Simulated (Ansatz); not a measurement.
# CH$_{3}$ClOZn (SMILES C[O][Zn][Cl]): what the fields show

The calculation's input:

```
crystal:
  periodic: [false, false, false]
  atoms:
    - {symbol: C, position_ang: [0.146267, 1.090184, 0.177241]}
    - {symbol: O, position_ang: [-0.537563, 0.111281, -0.558025]}
    - {symbol: Zn, position_ang: [-0.351599, -1.635236, -0.403938]}
    - {symbol: Cl, position_ang: [-0.245074, -3.715203, -0.339688]}
    - {symbol: H, position_ang: [-0.196851, 2.074159, -0.159003]}
    - {symbol: H, position_ang: [-0.048291, 1.023758, 1.255582]}
    - {symbol: H, position_ang: [1.233111, 1.051048, 0.027842]}
basis:
  gaussian: {orbitals: def2-TZVPP}
hamiltonian: {xc: pbe0, dispersion: d4}
output: {orbitals: {seedname: orbitals}}
```

Run with:

```sh
ansatz run in.yaml --threads 4 --pin off --events-out ev --progress --plain --max-ram 10444MiB
```

Geometry: PBE0-D4/def2-TZVP.

The calculation used Ansatz 0.2.0, RKS PBE0-D4/def2-TZVPP.

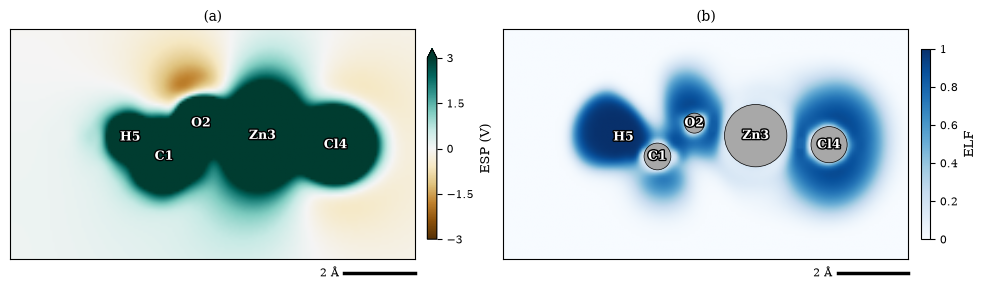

Figure 1. (a) electrostatic potential; (b) electron localisation function on the plane of atoms C1, O2 and Zn3. Grey discs cover the atomic cores in the ELF map.

Describe what can be read from this map.

Atoms in the plane: C, O, Zn, Cl and H. C–O (1.40 Å): the ELF peaks at about 0.85 between the atoms; a polar covalent bond. Zn–O (1.76 Å): the ELF peaks at about 0.85 in the valence shell of O, 0.6 Å from its nucleus, and is about 0.20 at the midpoint. Zn–Cl (2.08 Å): the ELF peaks at about 0.80 in the valence shell of Cl, 0.9 Å from its nucleus, and is about 0.45 at the midpoint. C–H (1.09 Å): the ELF climbs to about 1 towards the hydrogen, as it does in any bond to H: a covalent bond by its length. The ELF also peaks beside Cl4 and O2, away from the bonds: lone-pair regions. Outside the dense part of the molecule the potential is most negative (−1.8 V) near O2.

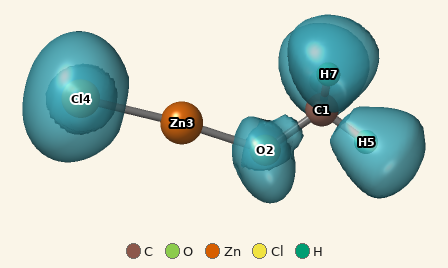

Figure 2. Isosurface of the ELF at 0.75 (cyan), seen across its widest extent. Core shells and regions of very low density are left out.

Describe the localisation domains.

The ELF exceeds this value in three regions around hydrogen nuclei, one region on O in which the atom's valence shell and bonds are merged and one region wrapped around Cl (its valence shell).

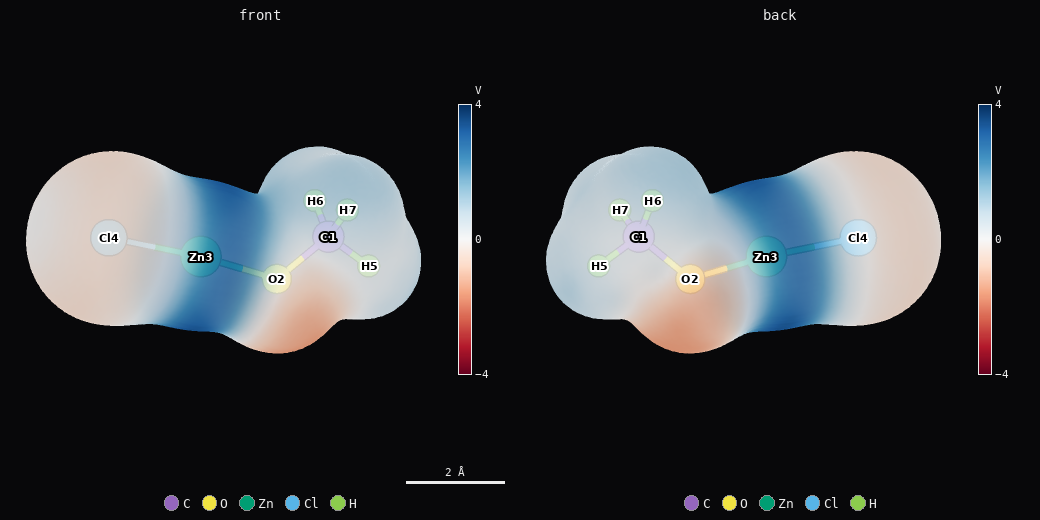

Figure 3. The molecular electrostatic potential painted on the density surface at 0.004 e/bohr³, seen from the front and from behind; the colour scale runs from red (negative) to blue (positive).

Which sites attract a positive test charge, and which a negative one?

A positive charge is drawn to the negative regions and a negative charge to the positive ones. The most negative region (about −1.6 V) lies over O2, the most positive (about +3.3 V) over Zn3. O2 is the likeliest acceptor of a hydrogen bond.
